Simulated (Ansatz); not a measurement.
# FH5W: what the fields show

The calculation's input:

```
crystal:
  periodic: [false, false, false]
  atoms:
    - { symbol: W, position_ang: [-0.056497, 0.207241, 0.368782] }
    - { symbol: F, position_ang: [0.738621, 0.318648, 2.042403] }
    - { symbol: H, position_ang: [1.35686, -0.720008, 0.272863] }
    - { symbol: H, position_ang: [-0.122541, 1.713523, -0.437566] }
    - { symbol: H, position_ang: [-1.542035, -0.631825, 0.415284] }
    - { symbol: H, position_ang: [-0.153609, -1.175549, -0.58969] }
    - { symbol: H, position_ang: [0.718801, 0.287969, -1.132576] }
basis:
  gaussian: { orbitals: def2-SVP }
hamiltonian:
  xc: pbe
  dispersion: d4
relax:
  f_tol: 0.03
  max_steps: 50
output:
  orbitals: {}
```

Run with:

```sh
ansatz run input.yaml --threads 1 --pin off --max-ram 2048MiB --backend cpu --events-out ev --progress --plain --runs-dir out
```

The fields are those of the run's last geometry, not of the input's.

Core potentials replace the inner electrons of W.

The calculation used RKS PBE-D4/def2-SVP (Ansatz).

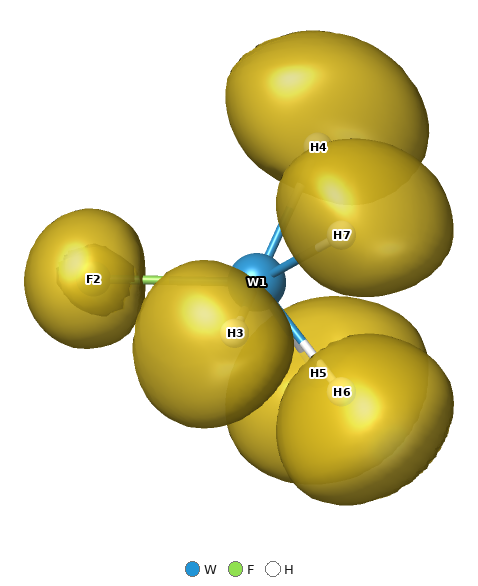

Figure 1. Isosurface of the ELF at 0.75 (yellow), seen at a tilt. Core shells and regions of very low density are left out.

**What do the ELF domains correspond to?**

The surface consists of five regions around hydrogen nuclei and one region wrapped around F (its valence shell). Along the contacts the grid gives the following. W–F (1.87 Å): the ELF peaks at about 0.80 in the valence shell of F, 0.5 Å from its nucleus, and drops to about 0.20 between the two atoms. W–H (1.66 Å): the ELF climbs to about 1 towards the hydrogen.

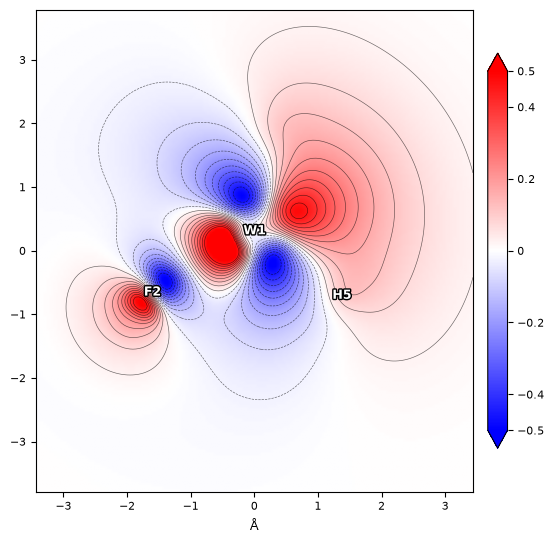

Figure 2. One frontier orbital on the plane of atoms F2, W1 and H5 (values in Å⁻³ᐟ²; the overall sign is arbitrary).

**Which orbital is it: HOMO or LUMO?**

The LUMO, at −3.72 eV. By Hirshfeld shares it lies mainly on W1 (about 70 %) and F2 (about 5 %).

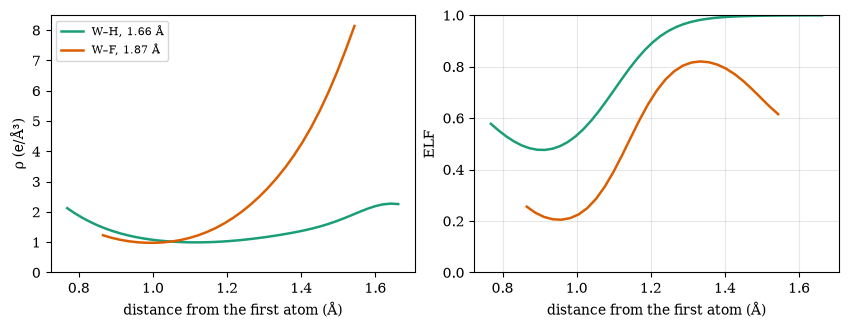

Figure 3. Electron density and ELF along straight lines between neighbouring atoms. The curves leave out the atomic cores.

**What can be read from the curves?**

W–H (1.66 Å): the density is about 1.7 e/Å³ at the midpoint; the ELF climbs to about 1 towards the hydrogen.
W–F (1.87 Å): ρ is about 1 e/Å³ halfway; the ELF peaks at about 0.80 in the valence shell of F, 0.5 Å from its nucleus, and drops to about 0.20 between the two atoms.
